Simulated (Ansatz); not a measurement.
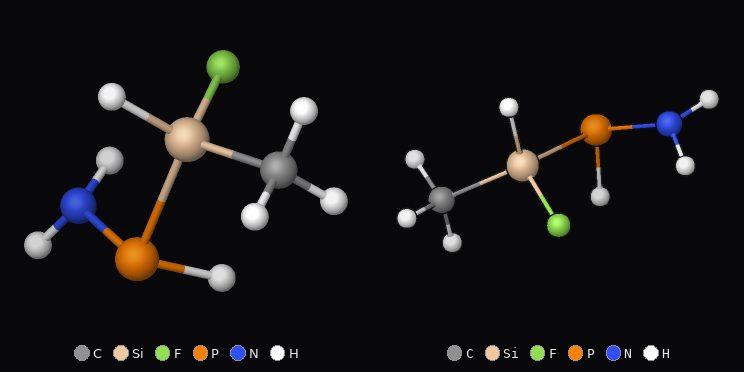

Two views of one molecule.

Count the atoms of each element.

Answer. CH7FNPSi, 12 atoms: 1 carbon, 7 hydrogen, 1 fluorine, 1 nitrogen, 1 phosphorus and 1 silicon.

Give the symmetry (Schoenflies symbol).

Answer. C1.

Does it have rings?

Answer. It has no ring.

More results for the same structure follow; atom numbers are the same in all pictures, views and colours differ. The geometry was computed by an optimisation with PBE0-D4/def2-TZVP. No frequency run is at hand to confirm it as a minimum.

**Dipole moment**

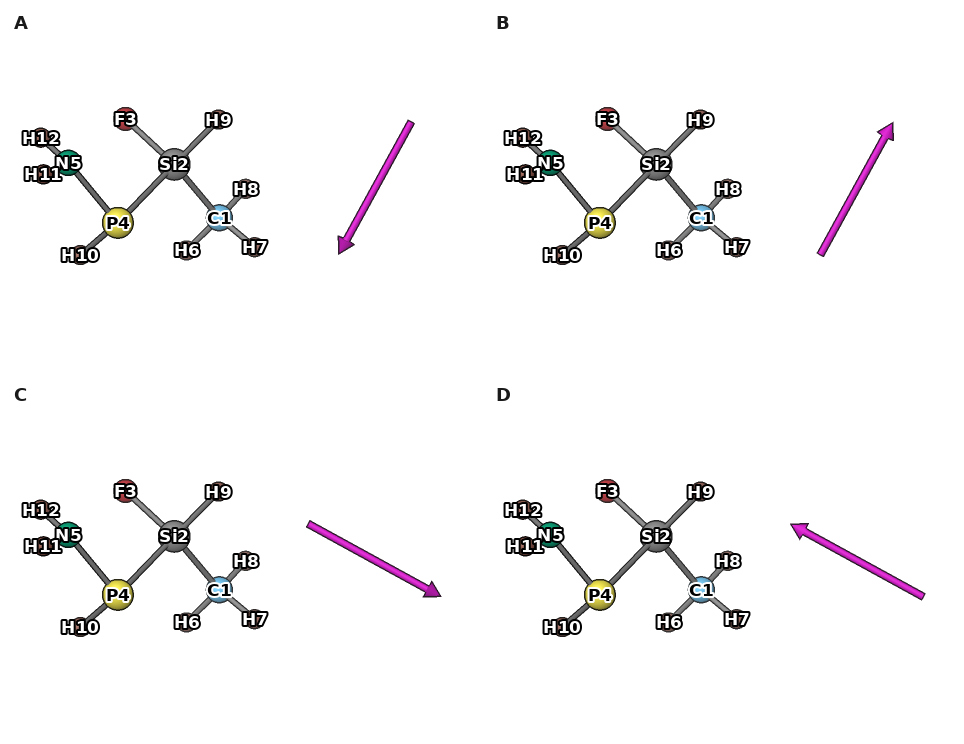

The same molecule four times, each with an arrow. No frequency run is at hand to confirm it as a minimum. Properties computed with RKS ωB97M-V/def2-TZVPP (Ansatz 0.2.0).

Which arrow points along the dipole moment, from the negative to the positive end?

Answer. A. The dipole moment is 0.89 D; it points from the side of H9 to the side of H10 (the outermost atoms at the two ends).

**Charges**

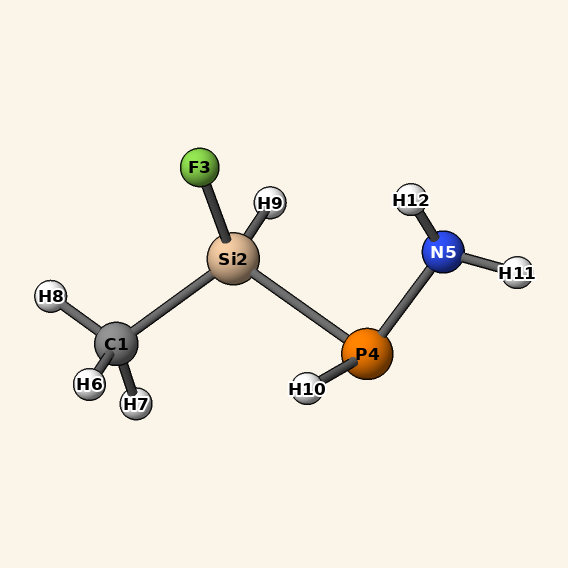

The questions are on Mulliken charges. No frequency run is at hand to confirm it as a minimum. Level of theory: RKS ωB97M-V/def2-TZVPP (Ansatz 0.2.0).

Which atom carries the highest charge (most positive or least negative)?

Answer. Si2 (0.54 e).

And the lowest?

Answer. C1 (−0.45 e).

List the Mulliken charges.

```json
{"atom": "C1", "value (e)": "−0.45"}
{"atom": "Si2", "value (e)": "0.54"}
{"atom": "F3", "value (e)": "−0.33"}
{"atom": "P4", "value (e)": "−0.02"}
{"atom": "N5", "value (e)": "−0.33"}
{"atom": "H6", "value (e)": "0.12"}
{"atom": "H7", "value (e)": "0.13"}
{"atom": "H8", "value (e)": "0.13"}
{"atom": "H9", "value (e)": "−0.06"}
{"atom": "H10", "value (e)": "0.03"}
{"atom": "H11", "value (e)": "0.12"}
{"atom": "H12", "value (e)": "0.13"}
```

**Electronic properties**

No frequency run is at hand to confirm it as a minimum. Properties computed with RKS PBE0-D4/def2-TZVPP (Ansatz 0.2.0).

Estimate the dispersion correction.

Answer. −22.4 kJ/mol.

Estimate the LUMO energy (Kohn–Sham orbital).

Answer. −0.28 eV.

What is the HOMO energy (Kohn–Sham orbital)?

Answer. −7.06 eV.

Mulliken values depend strongly on the basis set and can even reverse the polarity of a bond.
